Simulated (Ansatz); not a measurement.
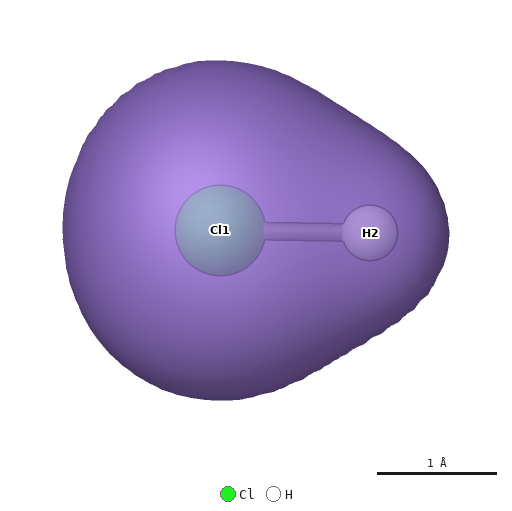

*HCl. Isosurface of the total electron density at 0.1 e/Å³ (purple), seen from one side.*

Geometry: PBE0-D4/def2-TZVP.

These are results of Ansatz, RKS PBE0-D4/def2-TZVPPD, not measurements.

**How is the density connected at this value?**

At this value the surface is in one piece. It bridges the sampled Cl–H (1.28 Å) contact, where the density stays above the isovalue. On the grid the lowest density along these lines, outside the cores, is 1.7 e/Å³ (Cl–H, 1.28 Å).
